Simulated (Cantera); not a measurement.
Input: 1 mol Si, 8 mol NF3, 43 mol N2, equilibrated at 0.000270 bar.

These are equilibrium values from Cantera (NASA tables, ideal gas, pure condensed phases), not measurements of a reactor. Candidate condensed phases: Si, Si3N4; 16 gas species. Kinetics and transport are ignored.

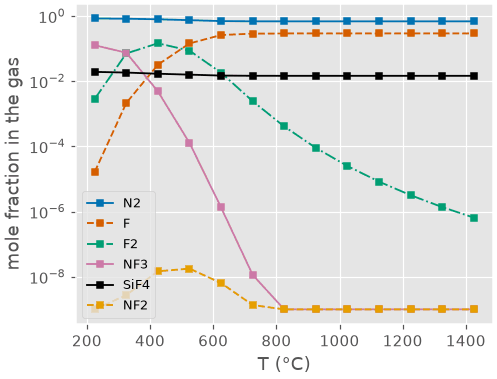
Fig. 1. Equilibrium gas composition (values under 1e-9 drawn at 1e-9)

### Question
Read off the mole fractions at 325 °C.

### Answer
N2 about 0.83, NF3 about 0.075, F2 about 0.071, SiF4 about 0.019, F about 0.0022.
